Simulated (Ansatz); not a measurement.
```xyz
8

C    -0.6320   -0.2889    0.1802
C    -1.4840    0.4031   -0.5258
C     0.8581   -0.0941    0.1822
H    -1.0103   -1.0797    0.8298
H    -1.4654    1.2165   -1.2370
H     1.2115    0.1418    1.1902
H     1.1581    0.7129   -0.4870
H     1.3639   -1.0116   -0.1324
```

The product side of a reaction path; geometry: PBE0-D4/def2-TZVP.

Theory: UKS PBE0-D4/def2-TZVPP in Ansatz.

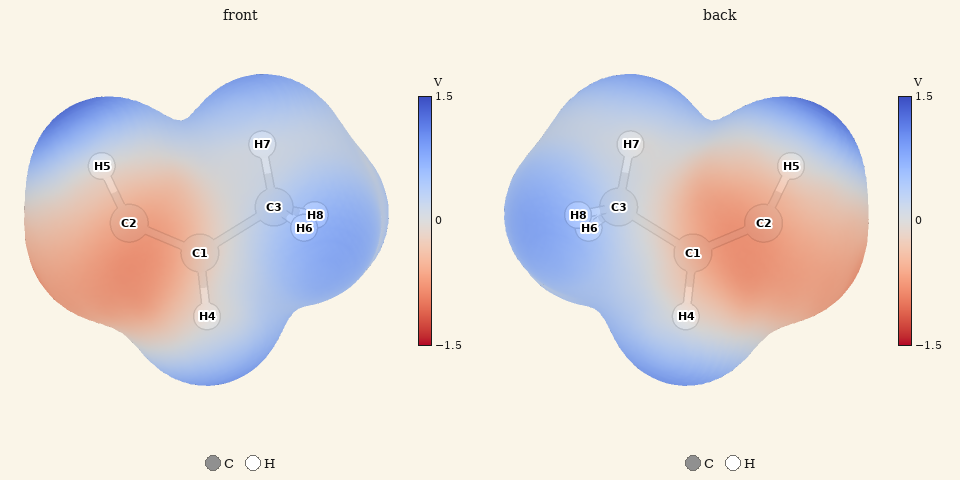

C3H5 (doublet). The molecular electrostatic potential painted on the density surface at 0.002 e/bohr³, seen from the front and from behind; red is negative and blue positive.

> Where is the surface potential most negative and most positive?

The most negative region (about −0.8 V) lies over C1 and C2, the most positive (about +1.2 V) over H5.
